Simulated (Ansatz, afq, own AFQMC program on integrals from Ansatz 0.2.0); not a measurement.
# BNH3 (doublet): quantum Monte Carlo beside coupled cluster at scale of all distances = 1.781, cc-pVDZ

How near does AFQMC come to the top of the ladder for BNH3 (doublet)?

Computed with Ansatz 0.2.0, Gaussian basis, and an in-house AFQMC program (afq) on its integrals; all values are calculated. Level: cc-pVDZ, frozen cores.

To be run: PBE (unrestricted); r2SCAN (unrestricted); PBE0 (unrestricted); B3LYP (unrestricted); wB97M-V (unrestricted); B2PLYP (unrestricted); CCSD(T) on UHF; Phaseless AFQMC, CISD trial on UHF; Phaseless AFQMC, single-determinant trial on UHF; CCSD(T) on ROHF; Phaseless AFQMC, CISD trial on ROHF; Phaseless AFQMC, single-determinant trial on ROHF.

### Step 1. The system

The geometry derives from a PBE0/def2-TZVP stationary point (not a proven minimum). All distances are scaled together.

5 atoms, charge 0, spin multiplicity 2.

Atoms are counted from 1 here; the program's logs count them from 0.

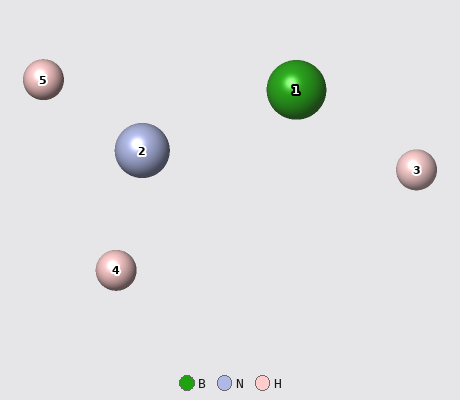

The geometry (boron green, nitrogen light blue, hydrogen pink); atoms are numbered from 1 in the order of the file.

### Step 2. PBE (unrestricted)

Contents of in.yaml:

```yaml
crystal:
  periodic: [false, false, false]
  atoms:
    - {symbol: B, position_ang: [0.000000, -0.320179, 1.400805]}
    - {symbol: N, position_ang: [0.000000, 0.120045, -1.006242]}
    - {symbol: H, position_ang: [0.000000, 1.171625, 2.919497]}
    - {symbol: H, position_ang: [0.000000, 1.773381, -1.719019]}
    - {symbol: H, position_ang: [0.000000, -1.178999, -2.242181]}
basis:
  gaussian: {orbitals: cc-pVDZ}
magnetization: {spin_polarized: true, initial_magnetization: 1}
hamiltonian: {xc: {name: PBE}}
output: {orbitals: {seedname: orbitals}}
```

Run with:

```console
> ansatz run in.yaml --threads 1 --pin off --events-out ev --progress --plain --max-ram 1382MiB
```

Output:

```text
Functional definition: PBE
  name "PBE"
  cite "Perdew, Burke & Ernzerhof, Phys. Rev. Lett. 77, 3865 (1996) doi:10.1103/PhysRevLett.77.3865"
  parent pbe
  parameter kappa = 0.804
  parameter beta = 0.06672455060314922
  exchange = pbe_x(kappa = kappa, mu = beta*pi^2/3)
  correlation = pbe_c(beta = beta)
526 factors; their error is unknown
mean field evaluation 1: about -2185.3939 eV, gradient 4.6e1 eV
mean field evaluation 2: about -1970.9718 eV, gradient 1.2e2 eV
mean field evaluation 4: about -2181.0500 eV, gradient 4.7e1 eV
mean field evaluation 8: about -2197.4696 eV, gradient 2.0e0 eV
mean field evaluation 16: about -2197.4931 eV, gradient 1.3e-5 eV
mean field evaluation 32: about -2198.0360 eV, gradient 3.4e-1 eV
mean field evaluation 64: about -2196.8440 eV, gradient 5.2e0 eV
mean field evaluation 96: about -2197.3329 eV, gradient 6.2e-1 eV
mean field evaluation 128: about -2198.0104 eV, gradient 4.8e-1 eV
mean field evaluation 160: about -2198.0171 eV, gradient 1.1e0 eV
mean field -2198.04173553 eV, -80.7765438946 hartree, gradient 3.9e-6 eV, S^2 1.244690; 14 other end points of the search recorded, 0 dependent functions left out
reference -2198.04177354 eV, -80.7765452915 hartree; 8, 7 occupied and 35, 36 virtual orbitals, 526 factors
Total energy: -2198.04177354 eV, -80.7765452915 hartree
```

It took 7.5 s on 1 thread of Arm Neoverse V1, shared host.

From the report: ⟨S²⟩ of the determinant 1.245 (pure doublet: 0.75).

### Step 3. r2SCAN (unrestricted)

Changes to in.yaml since step 2:

```diff
@@ -11,3 +11,2 @@
 magnetization: {spin_polarized: true, initial_magnetization: 1}
-hamiltonian: {xc: {name: PBE}}
-output: {orbitals: {seedname: orbitals}}
+hamiltonian: {xc: {name: r2SCAN}}
```

Same command.

Output, shortened:

```text
Functional definition: r2SCAN
  name "r2SCAN"
  cite "Furness, Kaplan, Ning, Perdew & Sun, J. Phys. Chem. Lett. 11, 8208 (2020) doi:10.1021/acs.jpclett.0c02405"
  cite "Furness, Kaplan, Ning, Perdew & Sun, J. Phys. Chem. Lett. 11, 9248 (2020) doi:10.1021/acs.jpclett.0c03077"
  parent r2scan
[...]
526 factors; their error is unknown
[...]
mean field -2199.54795394 eV, -80.8318964002 hartree, gradient 3.3e-6 eV, S^2 1.725454; 15 other end points of the search recorded, 0 dependent functions left out
reference -2199.54796650 eV, -80.8318968616 hartree; 8, 7 occupied and 35, 36 virtual orbitals, 526 factors
Total energy: -2199.54796650 eV, -80.8318968616 hartree
```

Run time: 17 s. Hardware: 1 thread of Arm Neoverse V1, shared host.

From the report: ⟨S²⟩ of the determinant 1.725 (pure doublet: 0.75). The determinant is far from a pure spin state, so its energy mixes those of several spin states (harmless only where they are near-degenerate, as at dissociation).

### Step 4. PBE0 (unrestricted)

Changes to in.yaml since step 3:

```diff
@@ -11,2 +11,3 @@
 magnetization: {spin_polarized: true, initial_magnetization: 1}
-hamiltonian: {xc: {name: r2SCAN}}
+hamiltonian: {xc: {name: PBE0}}
+output: {orbitals: {seedname: orbitals}}
```

Launched as before.

Output, shortened:

```text
Functional definition: PBE0
  name "PBE0"
  cite "Adamo & Barone, J. Chem. Phys. 110, 6158 (1999) doi:10.1063/1.478522"
  cite "Perdew, Burke & Ernzerhof, Phys. Rev. Lett. 77, 3865 (1996) doi:10.1103/PhysRevLett.77.3865"
  parent pbe
[...]
400 factors; integrals over basis functions are off by at most 1.6e-3 eV
[...]
mean field -2197.69731406 eV, -80.7638866390 hartree, gradient 6.4e-6 eV, S^2 1.720130; 9 other end points of the search recorded, 0 dependent functions left out
reference -2197.69734398 eV, -80.7638877385 hartree; 8, 7 occupied and 35, 36 virtual orbitals, 400 factors
Total energy: -2197.69734398 eV, -80.7638877385 hartree
```

It took 5.5 s on 1 thread of Arm Neoverse V1, shared host.

From the report: ⟨S²⟩ of the determinant 1.720 (pure doublet: 0.75). The determinant is far from a pure spin state, so its energy mixes those of several spin states (harmless only where they are near-degenerate, as at dissociation).

### Step 5. B3LYP (unrestricted)

Changes to in.yaml since step 4:

```diff
@@ -11,3 +11,2 @@
 magnetization: {spin_polarized: true, initial_magnetization: 1}
-hamiltonian: {xc: {name: PBE0}}
-output: {orbitals: {seedname: orbitals}}
+hamiltonian: {xc: {name: B3LYP}}
```

The command is unchanged.

Output, shortened:

```text
Functional definition: B3LYP
  name "B3LYP"
  cite "Stephens, Devlin, Chabalowski & Frisch, J. Phys. Chem. 98, 11623 (1994) doi:10.1021/j100096a001"
  cite "Becke, Phys. Rev. A 38, 3098 (1988) doi:10.1103/PhysRevA.38.3098"
  cite "Lee, Yang & Parr, Phys. Rev. B 37, 785 (1988) doi:10.1103/PhysRevB.37.785"
  cite "Vosko, Wilk & Nusair, Can. J. Phys. 58, 1200 (1980) doi:10.1139/p80-159"
[...]
400 factors; integrals over basis functions are off by at most 1.6e-3 eV
[...]
mean field -2201.06937624 eV, -80.8878076383 hartree, gradient 2.2e-5 eV, S^2 1.540552; 8 other end points of the search recorded, 0 dependent functions left out
reference -2201.06964043 eV, -80.8878173473 hartree; 8, 7 occupied and 35, 36 virtual orbitals, 400 factors
Total energy: -2201.06964043 eV, -80.8878173473 hartree
```

Wall time 4.1 s (1 thread of Arm Neoverse V1, shared host).

From the report: ⟨S²⟩ of the determinant 1.541 (pure doublet: 0.75). The determinant is far from a pure spin state, so its energy mixes those of several spin states (harmless only where they are near-degenerate, as at dissociation).

### Step 6. wB97M-V (unrestricted)

Changes to in.yaml since step 5:

```diff
@@ -11,2 +11,3 @@
 magnetization: {spin_polarized: true, initial_magnetization: 1}
-hamiltonian: {xc: {name: B3LYP}}
+hamiltonian: {xc: {name: wB97M-V}}
+output: {orbitals: {seedname: orbitals}}
```

Same command.

Output, shortened:

```text
Functional definition: wB97M-V
  name "wB97M-V"
  cite "Mardirossian & Head-Gordon, J. Chem. Phys. 144, 214110 (2016) doi:10.1063/1.4952647"
  cite "Becke, J. Chem. Phys. 107, 8554 (1997) doi:10.1063/1.475007"
  cite "Vydrov & Van Voorhis, J. Chem. Phys. 133, 244103 (2010) doi:10.1063/1.3521275"
  # Of w^i u^j: cxij and so on, Table III.
[...]
  gx(w, u) = 1 - cx + cx01*u + cx10*w
  gss(w, u) = css00 + css04*u^4 + css10*w + css20*w^2 + css43*w^4*u^3
  gos(w, u) = cos00 + cos10*w + (cos20 + cos21*u)*w^2 + (cos60 + cos61*u)*w^6
[...]
      + integral(e_c_pw_mod_opposite_spin*gos(b97_w_opposite, b97_u_opposite)) + vv10(b, c)
400 factors; integrals over basis functions are off by at most 1.6e-3 eV
136 factors; integrals over basis functions are off by at most 2.3e-5 eV
[...]
mean field -2199.16474174 eV, -80.8178136117 hartree, gradient 5.9e-6 eV, S^2 1.545184; 9 other end points of the search recorded, 0 dependent functions left out
reference -2199.16478144 eV, -80.8178150706 hartree; 8, 7 occupied and 35, 36 virtual orbitals, 400 factors
Total energy: -2199.16478144 eV, -80.8178150706 hartree
```

Wall time 25 s (1 thread of Arm Neoverse V1, shared host).

From the report: ⟨S²⟩ of the determinant 1.545 (pure doublet: 0.75). The determinant is far from a pure spin state, so its energy mixes those of several spin states (harmless only where they are near-degenerate, as at dissociation).

### Step 7. B2PLYP (unrestricted)

Changes to in.yaml since step 6:

```diff
@@ -11,3 +11,3 @@
 magnetization: {spin_polarized: true, initial_magnetization: 1}
-hamiltonian: {xc: {name: wB97M-V}}
-output: {orbitals: {seedname: orbitals}}
+hamiltonian: {xc: {name: B2PLYP}}
+correlation: {electrons: outside_noble_gas}
```

The command is unchanged.

Output, shortened:

```text
Functional definition: B2PLYP
  name "B2PLYP"
  cite "Grimme, J. Chem. Phys. 124, 034108 (2006) doi:10.1063/1.2148954"
  cite "Becke, Phys. Rev. A 38, 3098 (1988) doi:10.1103/PhysRevA.38.3098"
  cite "Lee, Yang & Parr, Phys. Rev. B 37, 785 (1988) doi:10.1103/PhysRevB.37.785"
[...]
400 factors; integrals over basis functions are off by at most 1.6e-3 eV
[...]
mean field -2196.33627968 eV, -80.7138695480 hartree, gradient 6.4e-6 eV, S^2 2.242181; 11 other end points of the search recorded, 0 dependent functions left out
2 core orbitals not correlated: weight in the atoms' cores, before any rotation towards them, 1.000 or more for the frozen orbitals, at most 0.000 for the correlated occupied ones
reference -2196.33645151 eV, -80.7138758627 hartree; 6, 5 occupied and 35, 36 virtual orbitals, 400 factors
second order -5.99983660 eV of doubles, -0.00000000 eV of singles
Total energy: -2197.95640739 eV, -80.7734081434 hartree
```

Run time: 11 s. Hardware: 1 thread of Arm Neoverse V1, shared host.

From the report: ⟨S²⟩ of the determinant 2.242 (pure doublet: 0.75). The determinant is far from a pure spin state, so its energy mixes those of several spin states (harmless only where they are near-degenerate, as at dissociation).

### Step 8. CCSD(T) on UHF

Changes to in.yaml since step 7:

```diff
@@ -11,3 +11,2 @@
 magnetization: {spin_polarized: true, initial_magnetization: 1}
-hamiltonian: {xc: {name: B2PLYP}}
-correlation: {electrons: outside_noble_gas}
+correlation: {method: ccsd_t, electrons: outside_noble_gas, hamiltonian_folder: ham}
```

Same command.

Output, shortened:

```text
Functional definition: HF
  name "HF"
  cite "Fock, Z. Phys. 61, 126 (1930) doi:10.1007/BF01340294"
  parent pbe
[...]
400 factors; integrals over basis functions are off by at most 1.6e-3 eV
[...]
mean field -2188.66325486 eV, -80.4318910868 hartree, gradient 6.1e-6 eV, S^2 3.012519; 38 other end points of the search recorded, 0 dependent functions left out
determinant -2188.66325486 eV, -80.4318910868 hartree, with singles and doubles -2194.53272103 eV, -80.6475899902 hartree
determinant -2188.66201365 eV, -80.4318454731 hartree, with singles and doubles -2194.55350224 eV, -80.6483536855 hartree
determinant -2188.25704847 eV, -80.4169632774 hartree, with singles and doubles -2193.38774162 eV, -80.6055127731 hartree
determinant -2188.21557630 eV, -80.4154392033 hartree, with singles and doubles -2193.42528417 eV, -80.6068924361 hartree
[...]
determinant -2188.66325486 eV, -80.4318910868 hartree, with singles and doubles -2194.70482624 eV, -80.6539147398 hartree
determinant -2188.66201365 eV, -80.4318454731 hartree, with singles and doubles -2194.70629996 eV, -80.6539688980 hartree
determinant -2187.34669588 eV, -80.3835084367 hartree, with singles and doubles -2194.63502024 eV, -80.6513494168 hartree
2 core orbitals not correlated: weight in the atoms' cores, before any rotation towards them, 1.000 or more for the frozen orbitals, at most 0.000 for the correlated occupied ones
reference -2188.66201365 eV, -80.4318454731 hartree; 6, 5 occupied and 35, 36 virtual orbitals, 400 factors
second order -3.76729255 eV of doubles, -0.00000000 eV of singles
cycle   1  -6.04429189 eV  change   -5.6e-6 eV  update   3.9e-6
[...]
cycle   3  -6.04431042 eV  change   -7.5e-6 eV  update   2.2e-6
perturbative correction -0.29705088 eV, -0.0109164185 hartree
WARN: the results are in doubt because among natural orbitals full CI differs from the method by -0.107 eV
Total energy: -2195.00337495 eV, -80.6648862026 hartree
In doubt: among natural orbitals full CI differs from the method by -0.107 eV
```

It took 13 s on 1 thread of Arm Neoverse V1, shared host.

From the report: ⟨S²⟩ of the determinant 2.922 (pure doublet: 0.75); correlation -6.3414 eV; T1 0.105; largest double amplitude 0.18. The determinant is far from a pure spin state, so its energy mixes those of several spin states (harmless only where they are near-degenerate, as at dissociation). The program marks this result as in doubt; its last lines say why.

This run also writes the integrals to the folder ham.

### Step 9. Phaseless AFQMC, CISD trial on UHF

It reads the integrals that the CCSD(T) run on this determinant wrote.

Run with:

```console
> afq ham --method phaseless --trial cisd --walkers 60 --populations 1 --least-time 40 --time-step 0.005 --steps-per-block 50 --equilibration-blocks 40 --max-blocks 300 --target-error 0.0008 --factor-cut 1e-05 --start spin_pure --seed 7372 --release-times 0.24,0.51,0.99,1.62,2.4 --release-step 0.03 --release-every 4 --taylor-order 6
```

Output:

```text
orbitals 41  electrons 6 5  factors 272 of 400
reference energy -80.43184547 Eh
CCSD correlation -0.22212394 Eh in 26 cycles, weight of the determinant in the CISD state 0.5924
energy of the start -80.548477 Eh
 block  time / (1/Eh)  mean weight  energy / Eh
     1     0.250  1.0025  -80.596362
     2     0.500  1.0009  -80.621053
     3     0.750  1.0034  -80.624899
     4     1.000  1.0014  -80.652601
     5     1.250  1.0020  -80.658529
     6     1.500  1.0000  -80.656177
     7     1.750  1.0018  -80.659040
     8     2.000  1.0025  -80.669071
     9     2.250  0.9965  -80.666198
    10     2.500  0.9999  -80.666947
    17     4.250  1.0008  -80.685180
    25     6.250  0.9986  -80.663984
    33     8.250  0.9972  -80.659264
    41    10.250  1.0024  -80.698327
    49    12.250  0.9991  -80.682436
    57    14.250  1.0023  -80.674846
    65    16.250  0.9977  -80.681861
    73    18.250  1.0002  -80.661169
    81    20.250  1.0017  -80.677093
    89    22.250  0.9997  -80.684580
    97    24.250  1.0003  -80.676376
   105    26.250  0.9938  -80.665780
   113    28.250  0.9980  -80.658213
   121    30.250  1.0009  -80.661850
   129    32.250  1.0007  -80.661865
   137    34.250  0.9906  -80.669096
   145    36.250  0.9993  -80.656272
   153    38.250  1.0015  -80.689248
   161    40.250  0.9987  -80.648949
   169    42.250  0.9997  -80.657636
   177    44.250  0.9970  -80.666068
   185    46.250  0.9985  -80.687671
   193    48.250  1.0003  -80.662067
   201    50.250  1.0023  -80.675498
   209    52.250  0.9990  -80.655186
   217    54.250  0.9997  -80.671939
   225    56.250  0.9993  -80.695752
   233    58.250  0.9990  -80.672634
   241    60.250  1.0003  -80.671392
   249    62.250  1.0006  -80.680118
   257    64.250  0.9989  -80.667472
   265    66.250  1.0022  -80.678763
   273    68.250  1.0000  -80.657613
   281    70.250  0.9992  -80.677814
   289    72.250  0.9966  -80.676471
   297    74.250  1.0039  -80.677354
   305    76.250  0.9991  -80.665918
   313    78.250  0.9994  -80.653848
   321    80.250  1.0023  -80.661305
   329    82.250  1.0023  -80.654334
   337    84.250  0.9993  -80.675335
blocks merged  error / Eh  count
     1  0.000716  300
     2  0.000891  150
     4  0.001120  75
     8  0.001429  37
    16  0.001575  18
    32  0.002015  9
released: time / (1/Eh)  energy / Eh  error  mean overlap
  0.24  -80.671328  0.001767  0.9924
  0.51  -80.674116  0.002055  0.9883
  0.99  -80.673142  0.002096  0.9989
  1.62  -80.675439  0.002092  0.9937
  2.40  -80.674619  0.002432  1.0221
energy -80.669327 +/- 0.001575 Eh
```

Wall time 9.1 min (1 thread of Arm Neoverse V1, shared host).

Energy -2195.1242 ± 0.0429 eV. Caveats: constraint bias not in the error; error above the target; large difference. The error still grows with block length (0.0389 to 0.0548 eV), so the bar may be too small.

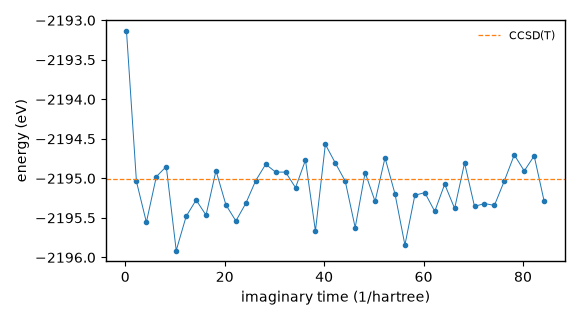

Block energies along the walk.

### Step 10. Phaseless AFQMC, single-determinant trial on UHF

It reads the integrals that the CCSD(T) run on this determinant wrote.

Run with:

```console
> afq ham --method phaseless --trial hf --walkers 120 --populations 1 --least-time 40 --time-step 0.005 --steps-per-block 20 --equilibration-blocks 160 --max-blocks 600 --target-error 0.0024000000000000002 --factor-cut 1e-05 --start spin_pure --seed 3116 --taylor-order 6
```

Output:

```text
orbitals 41  electrons 6 5  factors 272 of 400
reference energy -80.43184547 Eh
CCSD correlation -0.22212394 Eh in 26 cycles, weight of the determinant in the CISD state 0.5924
energy of the start -80.473929 Eh
 block  time / (1/Eh)  mean weight  energy / Eh
     1     0.100  1.0008  -80.514694
     2     0.200  1.0025  -80.541944
     3     0.300  1.0033  -80.572981
     4     0.400  1.0010  -80.592761
     5     0.500  1.0000  -80.603380
     6     0.600  1.0007  -80.618719
     7     0.700  0.9997  -80.619417
     8     0.800  1.0010  -80.632629
     9     0.900  0.9993  -80.644849
    10     1.000  1.0001  -80.648656
    20     2.000  1.0011  -80.673042
    39     3.900  1.0009  -80.707413
    58     5.800  1.0021  -80.672898
    77     7.700  1.0001  -80.665825
    96     9.600  1.0017  -80.709967
   115    11.500  0.9985  -80.698637
   134    13.400  0.9988  -80.661526
   153    15.300  1.0010  -80.651188
   172    17.200  1.0014  -80.673830
   191    19.100  1.0002  -80.704060
   210    21.000  1.0014  -80.689614
   229    22.900  1.0014  -80.675177
   248    24.800  1.0017  -80.698590
   267    26.700  0.9997  -80.666248
   286    28.600  1.0008  -80.684747
   305    30.500  0.9981  -80.629090
   324    32.400  1.0000  -80.661952
   343    34.300  0.9996  -80.666233
   362    36.200  1.0025  -80.619977
   381    38.100  0.9997  -80.648518
   400    40.000  0.9997  -80.663013
   419    41.900  0.9990  -80.664934
   438    43.800  0.9987  -80.660043
   457    45.700  1.0012  -80.645020
   476    47.600  0.9993  -80.697268
   495    49.500  1.0002  -80.637527
   514    51.400  1.0026  -80.650258
   533    53.300  0.9982  -80.643417
   552    55.200  1.0005  -80.644773
   571    57.100  1.0007  -80.667026
   590    59.000  1.0010  -80.689624
   609    60.900  0.9966  -80.660045
   628    62.800  1.0007  -80.668674
   647    64.700  0.9998  -80.674109
   666    66.600  1.0002  -80.678021
   685    68.500  1.0005  -80.670138
   704    70.400  1.0026  -80.701516
   723    72.300  0.9983  -80.675075
   742    74.200  1.0012  -80.679041
blocks merged  error / Eh  count
     1  0.000796  600
     2  0.001080  300
     4  0.001428  150
     8  0.001868  75
    16  0.002282  37
    32  0.002433  18
    64  0.002616  9
energy -80.670593 +/- 0.002433 Eh
```

It took 5.6 min on 1 thread of Arm Neoverse V1, shared host.

Energy -2195.1587 ± 0.0662 eV. Caveats: constraint bias not in the error; large difference.

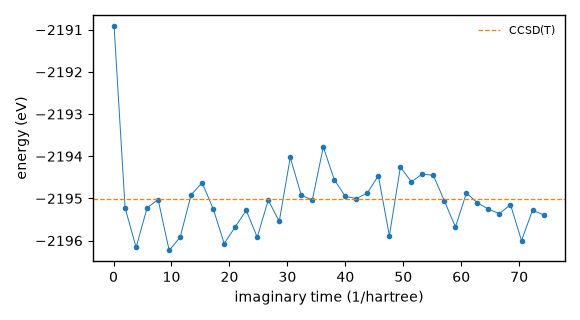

Block energies along the walk.

### Step 11. CCSD(T) on ROHF

Changes to in.yaml since step 8:

```diff
@@ -10,3 +10,3 @@
   gaussian: {orbitals: cc-pVDZ}
-magnetization: {spin_polarized: true, initial_magnetization: 1}
+magnetization: {spin_polarized: false, initial_magnetization: 1}
 correlation: {method: ccsd_t, electrons: outside_noble_gas, hamiltonian_folder: ham}
```

Run with:

```console
> ansatz run in.yaml --threads 1 --pin off --events-out ev --progress --plain --max-ram 1382MiB
```

Output, shortened:

```text
Functional definition: HF
  name "HF"
  cite "Fock, Z. Phys. 61, 126 (1930) doi:10.1007/BF01340294"
  parent pbe
[...]
400 factors; integrals over basis functions are off by at most 1.6e-3 eV
[...]
mean field -2185.05507508 eV, -80.2992929257 hartree, gradient 2.8e-6 eV, S^2 0.750000; 15 other end points of the search recorded, 0 dependent functions left out
[...]
determinant -2185.05507508 eV, -80.2992929257 hartree, with singles and doubles -2194.66884830 eV, -80.6525925751 hartree
determinant -2183.94463507 eV, -80.2584850080 hartree, with singles and doubles -2192.40969243 eV, -80.5695701282 hartree
determinant -2183.69437515 eV, -80.2492881257 hartree, with singles and doubles -2192.84212572 eV, -80.5854617583 hartree
determinant -2183.62245000 eV, -80.2466449250 hartree, with singles and doubles -2192.14707329 eV, -80.5599190527 hartree
[...]
determinant -2182.25738008 eV, -80.1964795307 hartree, with singles and doubles -2191.18433682 eV, -80.5245391402 hartree
determinant -2180.56273639 eV, -80.1342025237 hartree, with singles and doubles -2190.35377164 eV, -80.4940164328 hartree
determinant -2178.49322835 eV, -80.0581495062 hartree, with singles and doubles -2188.33825211 eV, -80.4199474562 hartree
unrestricted determinant -2188.66325486 eV, -80.4318910868 hartree, S^2 3.0125
2 core orbitals not correlated: weight in the atoms' cores, before any rotation towards them, 1.000 or more for the frozen orbitals, at most 0.000 for the correlated occupied ones
reference -2185.05507508 eV, -80.2992929257 hartree; 6, 5 occupied and 35, 36 virtual orbitals, 400 factors
second order -7.41245788 eV of doubles, -0.08882769 eV of singles
cycle   1  -9.62076679 eV  change   -7.0e-3 eV  update   1.2e-2
[...]
cycle  19  -9.66882135 eV  change   -5.2e-6 eV  update   6.6e-6
perturbative correction -0.50927505 eV, -0.0187155130 hartree
Total energy: -2195.23317149 eV, -80.6733310698 hartree
```

It took 6.5 s on 1 thread of Arm Neoverse V1, shared host.

From the report: correlation -10.1781 eV; T1 0.063; largest double amplitude 0.14.

This run also writes the integrals to the folder ham.

[end of part 1 of 2]
